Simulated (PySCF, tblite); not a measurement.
# C5H9S radical: geometry, infrared bands and EPR parameters

Wanted: the infrared bands and EPR parameters of C5H9S radical (`C=CC[CH]CS`), by calculation.

Programs: tblite 0.8.0 and PySCF 2.14.0, with density-fitted response routines of our own. Each step states its level of theory. These are calculated values for one molecule in the gas phase, unless marked as measured. Atoms are numbered from 0 throughout.

**1. The starting structure**

15 atoms, charge 0, multiplicity 2; geometry from: force field or distance geometry start.

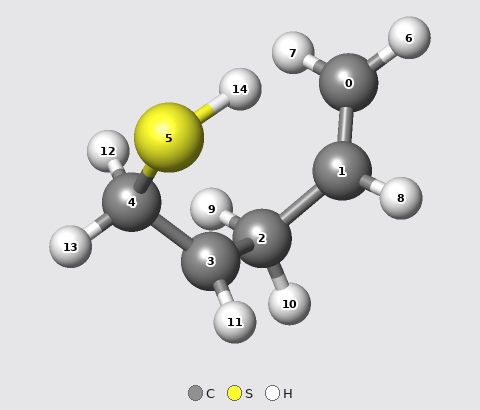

As it starts; carbon grey, sulfur yellow, hydrogen white, atoms numbered.

**2. Geometry optimisation with GFN2-xTB**

What the job is given:

```
{"job": {"kind": "relax", "xc": "GFN2-xTB", "basis": "xTB"}, "charge": 0, "multiplicity": 2}
C      1.827200     1.280300    -0.203000
C      1.288300     0.364000     0.603600
C      0.719500    -0.944800     0.155100
C     -0.746500    -1.014200     0.454000
C     -1.759800    -0.502800    -0.486400
S     -2.511100     1.000000     0.176100
H      2.230900     2.208500     0.193300
H      1.857700     1.149100    -1.274000
H      1.293800     0.543400     1.686900
H      0.872500    -1.099200    -0.915900
H      1.225200    -1.760800     0.664300
H     -1.069500    -1.412700     1.425600
H     -1.321000    -0.274400    -1.458300
H     -2.537400    -1.250600    -0.647900
H     -1.374400     1.722000     0.237700
```

The run is started by

```bash
> OMP_NUM_THREADS=1 python probes_run.py task.json out
```

The driver reads the jobs from task.json and runs them one after another.

Log:

```text
step      E/eV     max force
  0    -501.31522    1.584
  1    -501.38412    0.906
  2    -501.41836    0.583
  3    -501.43120    0.308
  4    -501.43922    0.230
  5    -501.44408    0.165
  6    -501.44843    0.158
  7    -501.45183    0.131
  8    -501.45375    0.106
  9    -501.45508    0.094
 10    -501.45669    0.110
 11    -501.45841    0.134
 12    -501.45983    0.094
 13    -501.46091    0.076
 14    -501.46193    0.078
 15    -501.46303    0.106
 16    -501.46414    0.110
 17    -501.46514    0.081
 18    -501.46606    0.071
 19    -501.46698    0.084
 20    -501.46797    0.096
 21    -501.46902    0.094
 22    -501.47009    0.083
 23    -501.47127    0.074
 24    -501.47260    0.092
 25    -501.47407    0.117
 26    -501.47570    0.116
 27    -501.47748    0.099
 28    -501.47926    0.101
 29    -501.48070    0.086
 30    -501.48174    0.069
 31    -501.48263    0.066
 32    -501.48372    0.094
 33    -501.48499    0.115
 34    -501.48605    0.085
 35    -501.48670    0.059
 36    -501.48715    0.051
 37    -501.48763    0.069
 38    -501.48821    0.074
 39    -501.48873    0.051
 40    -501.48908    0.049
 41    -501.48933    0.042
 42    -501.48957    0.040
 43    -501.48980    0.037
 44    -501.49001    0.038
 45    -501.49019    0.039
 46    -501.49042    0.042
 47    -501.49071    0.041
 48    -501.49103    0.041
 49    -501.49127    0.038
 50    -501.49144    0.034
 51    -501.49158    0.028
 52    -501.49171    0.028
 53    -501.49184    0.027
 54    -501.49191    0.022
 55    -501.49197    0.020
 56    -501.49205    0.020
 57    -501.49214    0.022
 58    -501.49224    0.027
 59    -501.49233    0.027
 60    -501.49240    0.023
 61    -501.49250    0.025
 62    -501.49262    0.034
 63    -501.49277    0.034
 64    -501.49293    0.030
 65    -501.49308    0.031
 66    -501.49323    0.035
 67    -501.49336    0.026
 68    -501.49346    0.023
 69    -501.49355    0.024
 70    -501.49364    0.029
 71    -501.49378    0.040
 72    -501.49394    0.038
 73    -501.49406    0.026
 74    -501.49414    0.022
 75    -501.49421    0.018
 76    -501.49431    0.025
 77    -501.49445    0.025
 78    -501.49459    0.025
 79    -501.49469    0.021
 80    -501.49476    0.022
 81    -501.49484    0.024
 82    -501.49492    0.018
 83    -501.49499    0.024
 84    -501.49505    0.020
 85    -501.49511    0.024
 86    -501.49517    0.023
 87    -501.49525    0.028
 88    -501.49531    0.027
 89    -501.49538    0.023
 90    -501.49546    0.024
 91    -501.49560    0.033
 92    -501.49580    0.047
 93    -501.49610    0.054
 94    -501.49648    0.056
 95    -501.49681    0.049
 96    -501.49701    0.029
 97    -501.49715    0.022
 98    -501.49722    0.019
 99    -501.49727    0.017
100    -501.49730    0.016
101    -501.49733    0.009
```

Wall time 0.44 s (1 thread of Arm Neoverse V2, shared host).

Relaxation path: (not every step is listed)

| step | energy from step 0 (eV) | largest force (eV/Å) |
| --- | --- | --- |
| 0 | 0.0000 | 1.5841 |
| 1 | -0.0689 | 0.9056 |
| 2 | -0.1031 | 0.5832 |
| 3 | -0.1160 | 0.3076 |
| 4 | -0.1240 | 0.2295 |
| 5 | -0.1289 | 0.1647 |
| 6 | -0.1332 | 0.1584 |
| 7 | -0.1366 | 0.1310 |
| 8 | -0.1385 | 0.1063 |
| 16 | -0.1489 | 0.1095 |
| 24 | -0.1574 | 0.0918 |
| 32 | -0.1685 | 0.0940 |
| 40 | -0.1739 | 0.0487 |
| 48 | -0.1758 | 0.0414 |
| 56 | -0.1768 | 0.0199 |
| 64 | -0.1777 | 0.0301 |
| 72 | -0.1787 | 0.0375 |
| 80 | -0.1795 | 0.0221 |
| 88 | -0.1801 | 0.0274 |
| 96 | -0.1818 | 0.0295 |
| 97 | -0.1819 | 0.0224 |
| 98 | -0.1820 | 0.0193 |
| 99 | -0.1821 | 0.0166 |
| 100 | -0.1821 | 0.0156 |
| 101 | -0.1821 | 0.0094 |

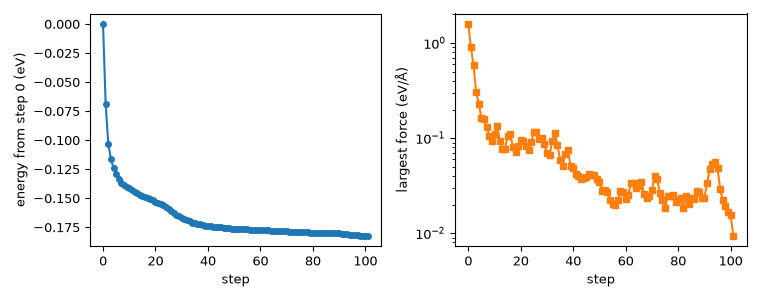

Energy and largest force along the relaxation.

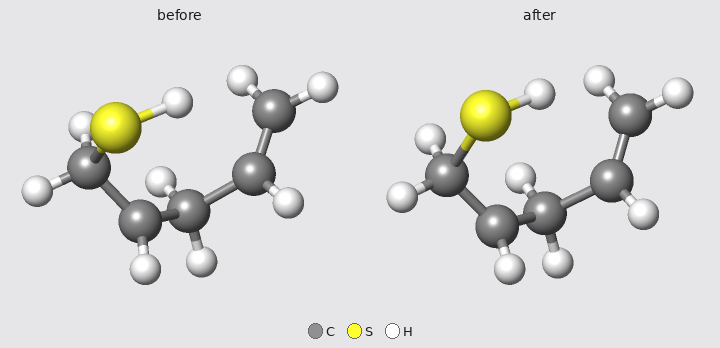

Before and after, at one scale.

Close pairs (by a distance rule), those that changed most:

| bond | before (Å) | after (Å) | change (Å) |
| --- | --- | --- | --- |
| C4–S5 | 1.806 | 1.932 | +0.126 |
| C3–C4 | 1.474 | 1.434 | -0.040 |
| C3–H11 | 1.099 | 1.079 | -0.020 |
| S5–H14 | 1.348 | 1.330 | -0.018 |
| C1–H8 | 1.098 | 1.081 | -0.017 |
| C0–C1 | 1.334 | 1.320 | -0.014 |
| C1–C2 | 1.496 | 1.509 | +0.013 |
| C2–C3 | 1.498 | 1.485 | -0.012 |

The end geometry stands in the next job.

**3. Vibrational analysis with GFN2-xTB**

What the job is given:

```
{"job": {"kind": "ir", "xc": "GFN2-xTB", "basis": "xTB"}, "charge": 0, "multiplicity": 2}
C      1.635100     1.339728    -0.073049
C      1.263391     0.310717     0.666103
C      0.735557    -0.984492     0.099787
C     -0.709459    -1.098627     0.424149
C     -1.725463    -0.604681    -0.459181
S     -2.195693     1.216330    -0.017058
H      1.980420     2.260970     0.365350
H      1.626719     1.299050    -1.150800
H      1.273455     0.371072     1.745525
H      0.887364    -0.997849    -0.981273
H      1.284555    -1.815656     0.551555
H     -0.982027    -1.327008     1.442655
H     -1.427866    -0.557846    -1.503748
H     -2.691581    -1.090330    -0.342713
H     -0.958887     1.686612    -0.156146
```

Log:

```text
mode    cm-1     km/mol
  1      48.4      0.57
  2      68.6      0.24
  3     102.4      1.34
  4     212.7     26.47
  5     237.4     14.41
  6     311.6      8.97
  7     388.6      1.76
  8     416.4      0.36
  9     468.4     11.68
 10     592.8     27.16
 11     658.5     24.07
 12     734.9      4.09
 13     876.8      6.06
 14     887.7     16.57
 15     924.4      6.58
 16     927.3      1.93
 17    1012.2      0.71
 18    1025.3     28.49
 19    1064.2      0.65
 20    1141.3      7.24
 21    1152.4      8.85
 22    1189.8      5.93
 23    1217.9      4.21
 24    1251.4      0.55
 25    1286.2      3.93
 26    1345.0     10.25
 27    1409.1      2.62
 28    1438.8      1.31
 29    1458.9      1.69
 30    1698.5     17.46
 31    2438.9     74.86
 32    2943.6     28.54
 33    2980.4     24.23
 34    3000.5      7.21
 35    3011.1     10.33
 36    3069.3     21.06
 37    3092.6      6.80
 38    3094.9     38.60
 39    3120.3     44.06
```

Run time: 0.32 s. Hardware: 1 thread of Arm Neoverse V2, shared host.

The strongest bands and the atoms that carry them (share of the mass-weighted mode):

| cm⁻¹ | km/mol | atoms |
| --- | --- | --- |
| 213 | 26.5 | H14 83 % |
| 593 | 27.2 | H11 33 %, C3 17 %, H6 13 %, C1 11 % |
| 1025 | 28.5 | H8 33 %, H7 25 % |
| 2439 | 74.9 | H14 97 % |
| 2944 | 28.5 | H10 93 % |
| 2980 | 24.2 | H9 93 % |
| 3095 | 38.6 | H11 83 % |
| 3120 | 44.1 | H6 65 %, H7 23 % |

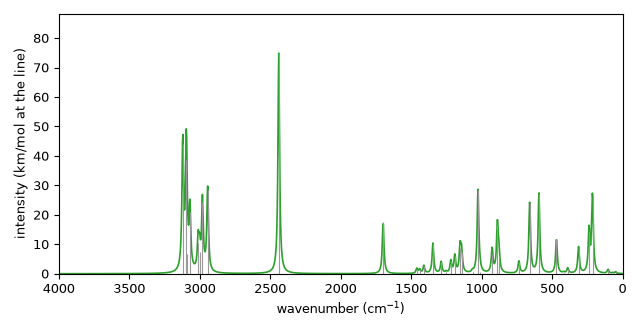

The infrared spectrum from these modes, unscaled. Lines are broadened to a width of 14 cm⁻¹ (Lorentzian).

**4. EPR parameters: B3LYP/pcH-1**

The job, as its differences from that of step 3:

```diff
@@ -1,2 +1,2 @@
-{"job": {"kind": "ir", "xc": "GFN2-xTB", "basis": "xTB"}, "charge": 0, "multiplicity": 2}
+{"job": {"kind": "epr", "basis": "pcH-1"}, "charge": 0, "multiplicity": 2}
 C      1.635100     1.339728    -0.073049
```

Level: UKS B3LYP, pcH-1 on C H S, non-relativistic, mean-field spin-orbit, GIAO.

Log:

```text
UKS, coarse grid
  cycle   1  E = -594.03652373  |g| = 2.88e-01
  cycle   2  E = -594.04149095  |g| = 2.75e-01
  cycle   3  E = -594.08146565  |g| = 3.69e-02
  cycle   4  E = -594.08206131  |g| = 1.90e-02
  cycle   5  E = -594.08225051  |g| = 7.07e-03
  cycle   6  E = -594.08227435  |g| = 3.87e-03
  cycle   7  E = -594.08228341  |g| = 1.27e-03
  cycle   8  E = -594.08228302  |g| = 6.40e-04
UKS, final grid
  cycle   1  E = -594.08231774  |g| = 1.07e-03
  cycle   2  E = -594.08231647  |g| = 1.87e-03
  cycle   3  E = -594.08231835  |g| = 1.30e-04
  cycle   4  E = -594.08231836  |g| = 3.05e-05
  cycle   5  E = -594.08231836  |g| = 1.56e-05
E = -594.08231836 Eh   <S^2> = 0.7563 (exact 0.7500)
g shifts (ppm)      1          2          3
  rmc          -173       -173       -173
  gc              7         23         21
  oz_so        -336        731       2879
  total        -501        582       2727
hyperfine (MHz)  atom isotope    a_iso     a_fc   dipolar eigenvalues
    0   13C       3.32       3.33     -2.68     -1.50      4.18
    1   13C      66.58      66.56     -5.90     -4.47     10.37
    2   13C     -25.63     -25.64     -2.32      0.31      2.00
    3   13C      87.18      87.23    -74.23    -73.18    147.41
    4   13C     -21.32     -21.30     -7.24      1.40      5.84
    5   33S      22.94      22.79    -22.43    -20.40     42.82
    6    1H       3.76       3.76     -1.78     -0.89      2.67
    7    1H      -0.27      -0.27     -1.48     -0.57      2.05
    8    1H      -2.57      -2.58     -3.68     -2.25      5.93
    9    1H      14.08      14.08     -4.64     -3.61      8.25
   10    1H      50.14      50.14     -4.62     -4.29      8.91
   11    1H     -54.11     -54.14    -34.21     -1.26     35.47
   12    1H       9.87       9.88     -4.93     -3.01      7.93
   13    1H      52.62      52.64     -5.36     -2.85      8.22
   14    1H      -7.05      -7.14     -7.28      1.20      6.09
```

Run time: 61 s. Hardware: 1 thread of Arm Neoverse V2, shared host; peak memory 0.91 GiB.

Principal g values 2.00182, 2.00290, 2.00505; g(iso) = 2.00325, against 2.00232 for a free electron.

Mean a(iso) over the nuclei that a row names, and the largest dipolar term of the row (other rows stand at the frozen geometry):

| nuclei | isotope | a(iso) (MHz) | a(iso) (G, at g = 2.0023) | largest dipolar term (MHz) |
| --- | --- | --- | --- | --- |
| C3 | 13C | 87.2 | 31.1 | 147.4 |
| C1 | 13C | 66.6 | 23.8 | 10.4 |
| H11 | 1H | -54.1 | -19.3 | 35.5 |
| H9, H10 | 1H | 32.1 | 11.5 | 8.9 |
| H12, H13 | 1H | 31.2 | 11.1 | 8.2 |
| C2 | 13C | -25.6 | -9.1 | -2.3 |
| S5 | 33S | 22.9 | 8.2 | 42.8 |
| C4 | 13C | -21.3 | -7.6 | -7.2 |
| H14 | 1H | -7.0 | -2.5 | -7.3 |
| H6 | 1H | 3.8 | 1.3 | 2.7 |
| C0 | 13C | 3.3 | 1.2 | 4.2 |
| H8 | 1H | -2.6 | -0.9 | 5.9 |
| H7 | 1H | -0.3 | -0.1 | 2.0 |

Mulliken spin populations:

C0 0.03; C1 0.03; C2 -0.06; C3 0.91; C4 -0.10; S5 0.19; H6 0.00; H7 0.00; H8 0.00; H9 0.01; H10 0.02; H11 -0.04; H12 0.00; H13 0.02; H14 0.00

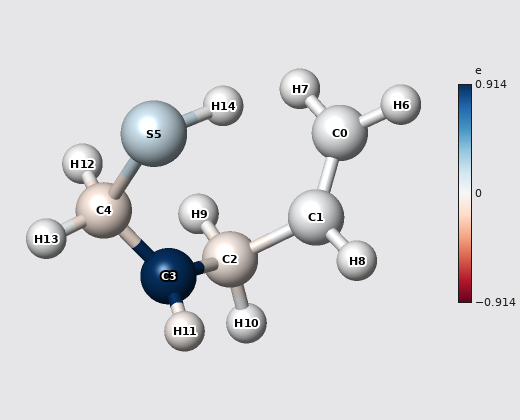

Mulliken spin populations, as colours on the atoms.

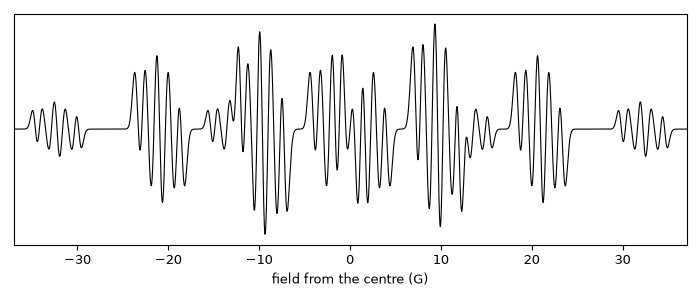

First-order isotropic spectrum (first derivative, main isotopes with spin only, couplings over 0.8 MHz, Gaussian width 0.3 G; couplings of the frozen geometry, rotation of groups not averaged beyond the rows shown).

The fields below are evaluated on a grid from the run's orbitals.

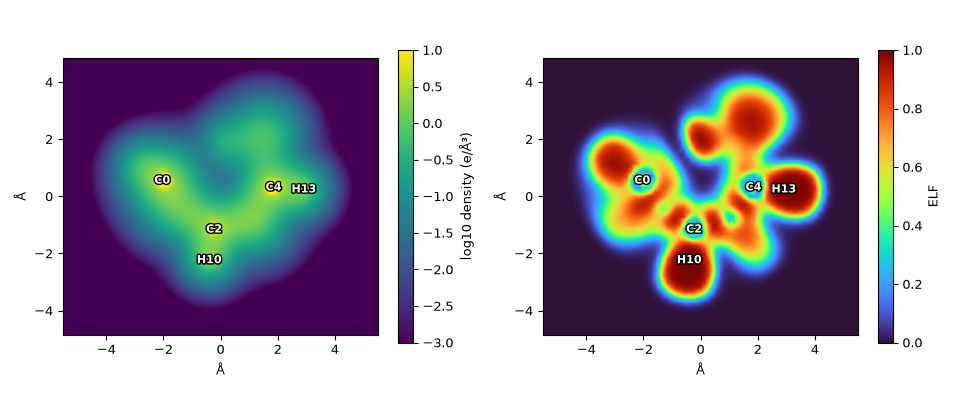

Density (left) and ELF (right) in a plane through or near 5 of the atoms.

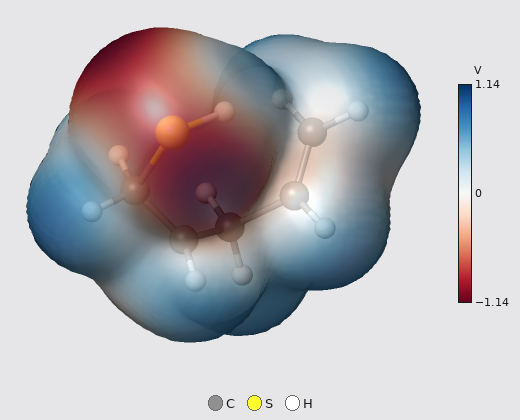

The potential that a unit positive charge feels on the 0.002 e/bohr³ surface, from -1.14 V near S5 to 0.90 V near H12.

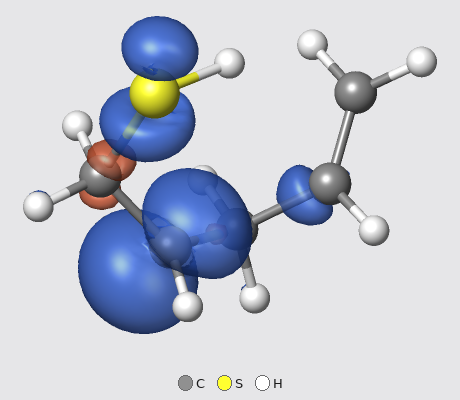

Spin density at ±0.04 e/Å³ (alpha excess blue, beta excess red).

**5. Results**

| quantity | value |
| --- | --- |
| strongest single infrared mode (GFN2-xTB) | 2439 cm⁻¹, 75 km/mol |
| zero-point energy (GFN2-xTB) | 74.8 kcal/mol |
| g(iso) (B3LYP) | 2.00325 |
| ⟨S²⟩ | 0.756 (exact 0.75) |
| largest a(iso) (averaged by class) | 13C on C3, 87.2 MHz |
| surface potential, least and greatest | -1.14 V and 0.90 V |

The optimisation took 101 steps and gained 0.182 eV; among the close pairs (by a distance rule), C4–S5 changed most, from 1.806 to 1.932 Å. All 39 modes are real, so the xTB geometry is a minimum. The strongest single mode, at 2439 cm⁻¹, moves mainly H14. GFN2-xTB is a fitted tight-binding method: band positions and strengths are rough. Its intensities can rank the bands wrongly. Most of the unpaired spin sits on C3 (0.91 e). The isotropic g lies 0.9 ppt above the free-electron value.
